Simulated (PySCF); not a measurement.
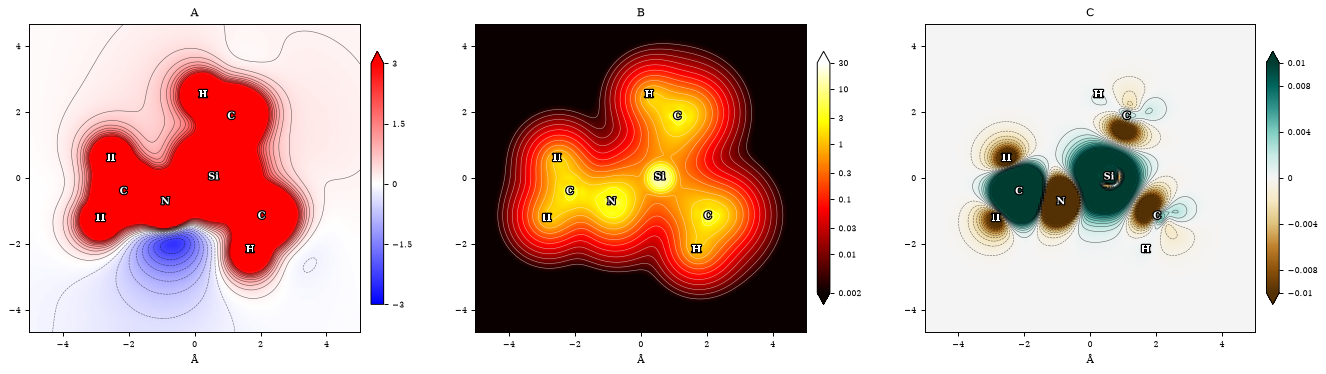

C$_{3}$H$_{8}$NSi (doublet): 3 fields on the plane of atoms N2, Si3 and C4, with unlabelled colour scales.

Geometry: GFN2-xTB.

Method: UKS B3LYP, pcH-1 on C H N Si, non-relativistic, mean-field spin-orbit, GIAO (PySCF).

**Match the panels to the quantities (electron density, electrostatic potential and spin density).**

Panel A: electrostatic potential (strongly positive close to the atoms, with negative regions outside electron-rich atoms). Panel B: electron density. Panel C: spin density (confined to the atoms that carry the unpaired spin). From the grid: C–N (1.31 Å): ρ at the midpoint is about 1.9 e/Å³. Si–N (1.65 Å): ρ at the midpoint is about 1 e/Å³.
